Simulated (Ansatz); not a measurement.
# CH6AlNSi: one species, many methods

How much do the methods differ for CH6AlNSi? The plan is to run it at one geometry with functionals of several rungs and with coupled cluster. The yardstick is the atomisation energy at the CCSD(T) limit.

The runs use Ansatz 0.2.0, Gaussian basis; functionals in def2-TZVPP, the program's frozen cores in correlated methods.

Plan: LDA (SPW92), PBE-D4, revPBE-D4, BLYP-D4, r2SCAN-D4, B97M-V, PBE0-D4, B3LYP-D4, r2SCANh-D4, r2SCAN0-D4, HSE06-D4, BHLYP-D4, CAM-B3LYP-D4, LC-ωPBE, ωB97X-V, ωB97M-V, B2PLYP, PBE-QIDH; CCSD(T)/def2-SVP; CCSD(T)/def2-TZVPP; MP2/def2-QZVPP; extrapolation to the limit; RPA on PBE.

### Step 1. The relaxed structure

The geometry comes from an earlier relaxation with PBE0-D4 in a triple-zeta def2 set; it is a stationary point, not always the lowest conformer.

10 atoms, charge 0, spin multiplicity 1.

Atoms are counted from 1 here; the program's logs count them from 0.

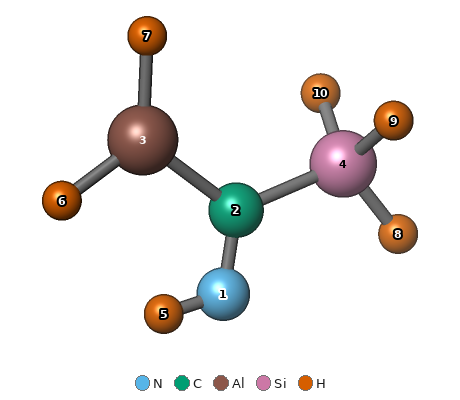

The geometry (nitrogen blue, carbon teal, aluminium brown, silicon pink, hydrogen orange); atoms are numbered from 1 in the order of the file.

### Step 2. LDA

This LDA is Slater exchange with PW92 correlation.

in.yaml reads:

```yaml
crystal:
  periodic: [false, false, false]
  atoms:
    - {symbol: N, position_ang: [-1.540107, 0.254188, -0.750317]}
    - {symbol: C, position_ang: [-0.389568, 0.091452, -0.201570]}
    - {symbol: Al, position_ang: [0.835477, 1.657453, -0.132517]}
    - {symbol: Si, position_ang: [-0.008850, -1.633000, 0.474955]}
    - {symbol: H, position_ang: [-1.670135, 1.215462, -1.091491]}
    - {symbol: H, position_ang: [0.184359, 2.946499, -0.797007]}
    - {symbol: H, position_ang: [2.288636, 1.644010, 0.503394]}
    - {symbol: H, position_ang: [-1.134117, -2.575637, 0.258157]}
    - {symbol: H, position_ang: [0.292409, -1.512782, 1.929311]}
    - {symbol: H, position_ang: [1.225098, -2.138644, -0.189915]}
basis:
  gaussian: {orbitals: def2-TZVPP}
hamiltonian: {xc: lda}
output: {orbitals: {seedname: orbitals}}
```

The run is started by

```
ansatz run in.yaml --threads 2 --pin off --events-out ev --progress --plain --max-ram 4352MiB
```

Further steps of the session: PBE-D4 (GGA); revPBE-D4 (GGA); BLYP-D4 (GGA); r2SCAN-D4 (meta-GGA); B97M-V (meta-GGA); B3LYP-D4 (hybrid); r2SCANh-D4 (hybrid); r2SCAN0-D4 (hybrid); HSE06-D4 (hybrid); BHLYP-D4 (hybrid); CAM-B3LYP-D4 (range-separated); LC-ωPBE (range-separated); ωB97X-V (range-separated); ωB97M-V (range-separated); B2PLYP (double hybrid); PBE-QIDH (double hybrid); CCSD(T) in def2-SVP; CCSD(T) in def2-TZVPP; MP2 in def2-QZVPP; RPA on PBE orbitals.

Before running them: what should the planned runs give, taken together? Wanted: atomisation energy, CCSD(T)/CBS; farthest beyond LDA; mean size of error, GGA; mean size of error, meta-GGA; mean size of error, hybrid; mean size of error, range-separated; mean size of error, double hybrid; gap, smallest and largest; T1 diagnostic.

As calculated:

| quantity | value |
| --- | --- |
| atomisation energy, CCSD(T)/CBS | 745.2 kcal/mol |
| functionals within 3.7 kcal/mol (0.5 %) | BLYP-D4, r2SCAN-D4, B3LYP-D4, CAM-B3LYP-D4, ωB97M-V |
| farthest beyond LDA | BHLYP-D4 (-17.9 kcal/mol) |
| mean size of error, GGA | 5.2 kcal/mol |
| mean size of error, meta-GGA | 4.8 kcal/mol |
| mean size of error, hybrid | 9.3 kcal/mol |
| mean size of error, range-separated | 4.8 kcal/mol |
| mean size of error, double hybrid | 11.1 kcal/mol |
| gap, smallest and largest | 1.95 eV (LDA (SPW92)), 8.98 eV (LC-ωPBE) |
| T1 diagnostic | 0.0131 |
| triples share of the correlation energy | 4.1 % |

LDA overbinds by 93.4 kcal/mol (13 %). PBE-D4 misses by +5.9 kcal/mol. Double hybrids carry the basis error of their MP2 part in triple zeta, and no dispersion term here, so their miss is partly the set-up's. By mean error the best rung here is meta-GGA (4.8 kcal/mol) and the worst beyond LDA is double hybrid (11.1 kcal/mol). The gap between the best rungs is small, so their order is not settled. The reference freezes the cores and leaves out relativity and excitations past (T), so misses under about 3.7 kcal/mol can't be ranked. Hartree-Fock recovers 71 % of the binding; the rest is correlation. CCSD(T) in def2-SVP is off by -48.1 kcal/mol, more than most functionals: a good method in a small basis is no reference. The gap grows from 1.9 to 9.0 eV across the functionals, mostly with the share of exact exchange. The restricted reference is unstable towards a spin-broken one.
